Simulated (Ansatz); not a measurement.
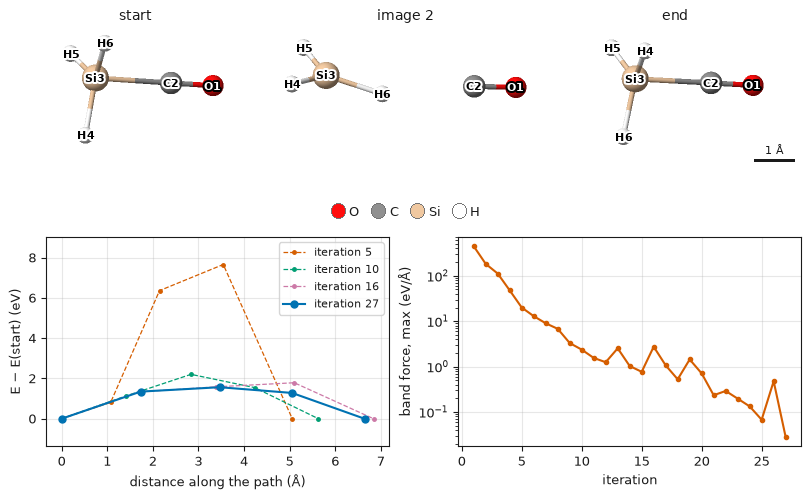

A search for the minimum-energy path of CH$_{3}$OSi (charge +1) by the nudged elastic band. Images are numbered from 0 (start) to 4 (end). The plot follows the band through its iterations. Style: ball-and-stick. Shown at a tilt.

Computed with Ansatz, RKS B3LYP/def2-SVP. Settings: 3 movable images; climbing image; force threshold 0.03 eV/Å; iteration limit 60; starting path through a guess of the saddle point.

Q: Judge this run.

A: The result isn't final. The band hadn't converged when the run stopped after 27 iterations. The largest component of the band force went from 450 to 0.028 eV/Å. The barrier read from it is provisional, though the highest image hardly moved in the last two iterations. So few images resolve the path coarsely. The first iteration put the highest image at 113.37 eV. The two ends have the same energy, and the highest point, image 2, lies 1.56 eV above the start.

Cost: 62 s on 1 thread of Intel(R) Xeon(R) 6975P-C (Granite Rapids), on a shared host, peak memory 0.12 GiB.
